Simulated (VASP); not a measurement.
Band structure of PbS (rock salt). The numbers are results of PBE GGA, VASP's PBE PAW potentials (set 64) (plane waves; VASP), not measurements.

Unless said otherwise, spin-orbit coupling is left out, though it shifts the bands of the heavy elements here.

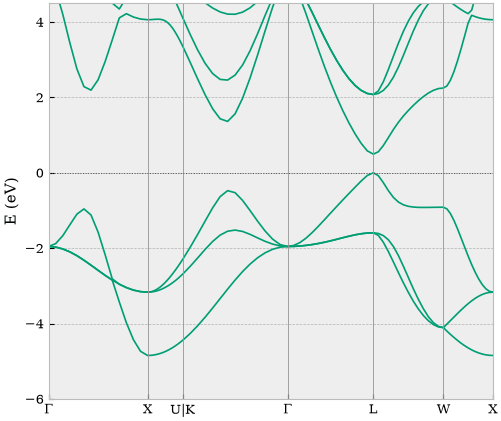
Figure. Bands along high-symmetry lines, zero at the valence-band maximum or, without a gap, the Fermi level

### Question
Read the plot: is there a gap, and where are the band edges?

### Answer
The gap is direct, 0.49 eV, from the valence maximum at L to the conduction minimum at L. (Edges off the drawn lines would not show.)

Measured: gap 0.37 eV (computed value off by +0.12 eV), as given by Wikipedia, List of semiconductor materials.

The compound is PbS in the rock salt structure. It was relaxed first.
